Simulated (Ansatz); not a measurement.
# GaHF (SMILES [F][GaH]): UB3LYP/STO-3G

What is the vertical ionisation energy of GaHF at UB3LYP/STO-3G? 

Program for the calculation: Ansatz 0.2.0.

129 further runs of the same task are left out: 80 that didn't finish, 49 set aside as unsound or not needed.

## Step 1: Starting point

The species is GaHF (3 atoms), meant as a doublet with charge 0. As SMILES, `[F][GaH]`. The shape is that of a PBE0-D4/def2-TZVP optimisation.

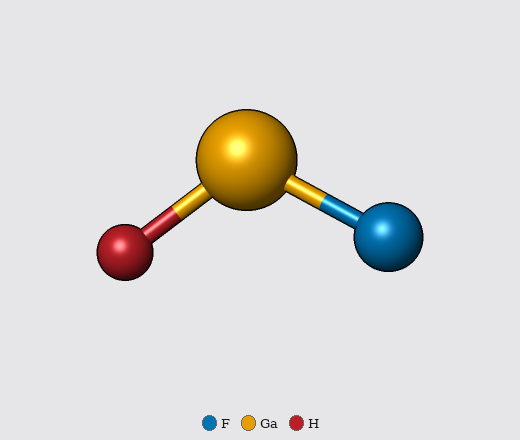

The structure, seen from a chosen angle (fluorine blue, gallium amber, hydrogen red).

## Step 2: A single-point energy at UB3LYP/STO-3G

job.yaml

```yaml
crystal:
  periodic: [false, false, false]
  atoms:
    - symbol: F
      position_ang: [-1.252000, 0.451400, -0.644800]
    - symbol: Ga
      position_ang: [0.292400, 0.469800, 0.214100]
    - symbol: H
      position_ang: [0.948600, -0.985900, 0.417400]
basis:
  gaussian: {orbitals: STO-3G}
magnetization: {spin_polarized: true, initial_magnetization: 1}
hamiltonian: {xc: {name: B3LYP}}
accuracy: high
```

Command:

```console
$ ansatz run job.yaml --threads 1 --pin off --max-ram 2610MiB --events-out events.jsonl --progress --plain --runs-dir runs
```

The log of the run:

```text
Warning: RAYON_NUM_THREADS=1 ignored (pool sized by the plan → 1); use --threads N
Functional definition: B3LYP
  name "B3LYP"
  parameter a0 = 0.2
  parameter ax = 0.72
  parameter ac = 0.81
  exchange = (1 - a0 - ax)*slater_x + ax*b88_x + a0*exact_x
  correlation = (1 - ac)*vwn_rpa_c + ac*lyp_c
329 factors; integrals over basis functions are off by at most 3.1e-8 eV
mean field evaluation 1: about -54036.2298 eV, gradient 1.7e2 eV
mean field evaluation 2: about -54206.3589 eV, gradient 1.1e2 eV
mean field evaluation 4: about -54410.7953 eV, gradient 8.2e1 eV
mean field evaluation 8: about -54449.1431 eV, gradient 3.1e1 eV
mean field evaluation 16: about -54454.9760 eV, gradient 1.9e-2 eV
mean field evaluation 32: about -54452.3289 eV, gradient 9.0e0 eV
mean field evaluation 64: about -54454.8037 eV, gradient 1.3e0 eV
mean field -54454.97597837 eV, -2001.1834562967 hartree, gradient 8.4e-8 eV, S^2 0.752063; 7 other end points of the search recorded, 0 dependent functions left out
reference -54454.97600177 eV, -2001.1834571565 hartree; 21, 20 occupied and 3, 4 virtual orbitals, 329 factors
Total energy: -54454.97600177 eV, -2001.1834571565 hartree
```

Run time: 9.3 s. Hardware: 1 thread of Arm Neoverse N1, shared host; peak memory 0.12 GiB.

## Step 3: The singlet cation

job.yaml

```yaml
crystal:
  periodic: [false, false, false]
  atoms:
    - {symbol: F, position_ang: [-1.252000, 0.451400, -0.644800]}
    - {symbol: Ga, position_ang: [0.292400, 0.469800, 0.214100]}
    - {symbol: H, position_ang: [0.948600, -0.985900, 0.417400]}
basis:
  gaussian: {orbitals: STO-3G}
total_charge: 1
magnetization: {spin_polarized: false, initial_magnetization: 0}
hamiltonian: {xc: {name: B3LYP}}
accuracy: high
```

Command:

```console
$ ansatz run job.yaml --threads 1 --pin off --max-ram 2610MiB --events-out events.jsonl --progress --plain --runs-dir runs
```

The log of the run:

```text
Warning: RAYON_NUM_THREADS=1 ignored (pool sized by the plan → 1); use --threads N
Functional definition: B3LYP
  name "B3LYP"
  parameter a0 = 0.2
  parameter ax = 0.72
  parameter ac = 0.81
  exchange = (1 - a0 - ax)*slater_x + ax*b88_x + a0*exact_x
  correlation = (1 - ac)*vwn_rpa_c + ac*lyp_c
328 factors; integrals over basis functions are off by at most 3.1e-8 eV
mean field evaluation 1: about -53902.4695 eV, gradient 3.1e2 eV
mean field evaluation 2: about -54178.1023 eV, gradient 9.9e1 eV
mean field evaluation 4: about -54393.3318 eV, gradient 5.4e1 eV
mean field evaluation 8: about -54442.0733 eV, gradient 3.7e1 eV
mean field evaluation 16: about -54447.4970 eV, gradient 7.9e-1 eV
mean field -54447.49955791 eV, -2000.9087029126 hartree, gradient 2.9e-8 eV, S^2 0.000000; 0 other end points of the search recorded, 0 dependent functions left out
reference -54447.49958165 eV, -2000.9087037848 hartree; 20, 20 occupied and 4, 4 virtual orbitals, 328 factors
Total energy: -54447.49958165 eV, -2000.9087037848 hartree
```

Wall time 2 s (1 thread of Arm Neoverse N1, shared host).

## Step 4: Summary of results

At UB3LYP/STO-3G:

| quantity | value |
| --- | --- |
| doublet GaHF: total energy | -2001.18346 Eh |
| doublet GaHF: ⟨S²⟩ | 0.752 |
| singlet cation: total energy | -2000.90870 Eh |
| vertical ionisation energy (to the singlet cation) | 7.476 eV |

What this shows: Removing an electron at fixed nuclei costs 7.48 eV (721 kJ/mol). Only the singlet of the ionised species was computed; a triplet could lie lower. In a minimal basis such a difference can be off by several eV, whatever the method.
